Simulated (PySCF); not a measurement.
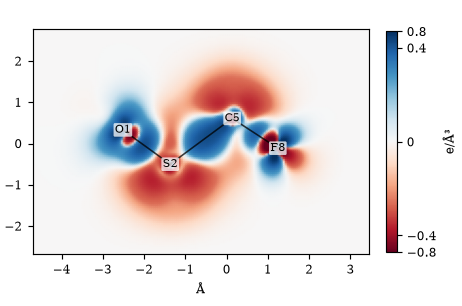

*CHF3O3S, SMILES `O=S(=O)(O)C(F)(F)F`. Deformation density (molecule less spherical, spin-averaged free atoms) in the plane of O1, S2, C5 and F8; colour scale in e/Å³, logarithmic beyond ±0.1; blue: gain, red: loss.*

Level of theory: B3LYP/6-311G** (PySCF), at a geometry from GFN2-xTB. No frequency check shows the geometry to be a minimum. GFN2-xTB bond lengths at metals and heavier atoms can be off by up to 0.1 Å and shapes distorted, which carries into these values.

The calculation's input:

```python
import numpy as np
from pyscf import gto, scf, dft
from pyscf.scf import atom_ks, atom_hf
from scipy.linalg import block_diag

def solve(mol, dm0=None, hcore=None):
    mf = (dft.UKS if mol.spin else dft.RKS)(mol, xc='b3lyp')
    mf.grids.level = 3
    mf = mf.density_fit(auxbasis='def2-universal-jkfit')
    mf.conv_tol, mf.max_cycle = 1e-8, 80
    if hcore is not None:
        mf.get_hcore = lambda *args: hcore
    mf.kernel(dm0)
    if not mf.converged:
        mf = mf.newton().run(mf.mo_coeff, mf.mo_occ, max_cycle=30)
    assert mf.converged, 'SCF not converged'
    return mf

mol = gto.M(atom='''
O      1.27617     0.03230    -1.39486
S      0.86467     0.14879    -0.04137
O      1.24291     1.25040     0.75528
O      1.19105    -1.20178     0.71670
C     -0.99767     0.01083    -0.00449
F     -1.32764    -1.14870    -0.56659
F     -1.56465     0.99536    -0.68015
F     -1.43660     0.02187     1.24223
H      1.43033    -1.90977     0.11243
''', basis='6-311g**', charge=0, spin=0, verbose=4)
mf = solve(mol)
mf.analyze()
# spherically averaged free atoms, for the promolecule
atm = atom_ks.get_atm_nrks(mol, xc='b3lyp')
pro = block_diag(*[(atm[a[0]][2] * atm[a[0]][3]) @ atm[a[0]][2].T for a in mol._atom])
np.savez('result.npz', e=mf.e_tot, c=mf.mo_coeff, occ=mf.mo_occ, eps=mf.mo_energy, pro=pro, dip=mf.dip_moment(verbose=0), s2=mf.spin_square()[0])
```

Launched as:

```sh
OMP_NUM_THREADS=1 python input.py
```

The run took 12 s on 1 thread of Intel(R) Xeon(R) 6975P-C (Granite Rapids) (shared host), peak memory 0.64 GiB.

Partitions, critical points and surface values were worked out afterwards from this run's density.

### How much density has each bond in this plane gained at its critical point, relative to the free atoms?

S2–C5: +0.46 e/Å³ at the bond critical point (bond length 1.87 Å, Mayer order 0.7). O1–S2: +0.22 e/Å³ at the bond critical point (bond length 1.42 Å, Mayer order 1.8). C5–F8: +0.13 e/Å³ at the bond critical point (bond length 1.32 Å, Mayer order 1.1). In all, 2.2 electrons gather in the regions of gain relative to the promolecule. A small or negative value marks a very polar bond, one between electron-rich atoms, whose free-atom densities already overlap strongly, a long bond to a heavier atom, or a closed-shell contact such as a hydrogen bond.

### Where do the Hirshfeld charges lie?

The highest Hirshfeld charge is on S2 (+0.54 e), the lowest on O1 (−0.30 e).

```
atom  charge (e)
  O1       −0.30
  S2       +0.54
  O3       −0.28
  O4       −0.20
  C5       +0.24
  F6       −0.08
  F7       −0.06
  F8       −0.07
  H9       +0.20
```
